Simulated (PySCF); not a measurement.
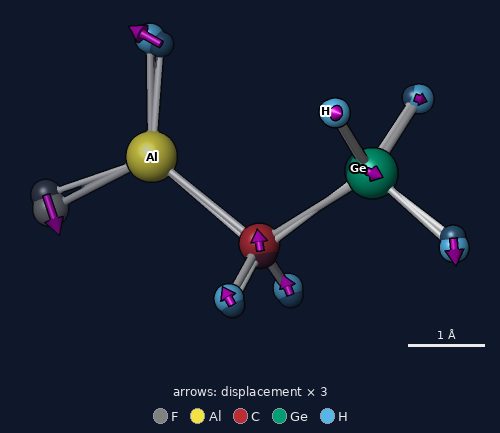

A relaxation of CH₆AlFGe. The starting structure is drawn faded, the final one solid; purple arrows show the displacements, 3 times their true length. The two geometries are superimposed by the best rigid fit.

A ball-and-stick model, seen at a tilt.

The start comes from GFN2-xTB. Its atoms were then displaced at random by about 0.01 Å.

The calculation used PBE0-D3(BJ)/def2-SVP geometry optimisation, gas phase in PySCF 2.14.0, density-fitted response routines. 

> What did the optimiser do to the structure, and how much energy did it gain?

After 5 geometry steps the energy has fallen by 0.131 eV. The atom that moves furthest after the best rigid fit is the F atom (0.20 Å). By element the largest moves are F 0.20 Å, H 0.18 Å, C 0.10 Å, Ge 0.09 Å, Al 0.02 Å. Some distances before and after: Al–H 1.522 → 1.581 Å, Al–C 1.995 → 1.942 Å, Ge–H 1.502 → 1.542 Å, C–Ge 1.935 → 1.955 Å. Among the angles between lasting bonds that change: Al–C–Ge 107.8° → 114.7°, F–Al–C 124.3° → 118.9°, C–Ge–H 114.2° → 109.8°.
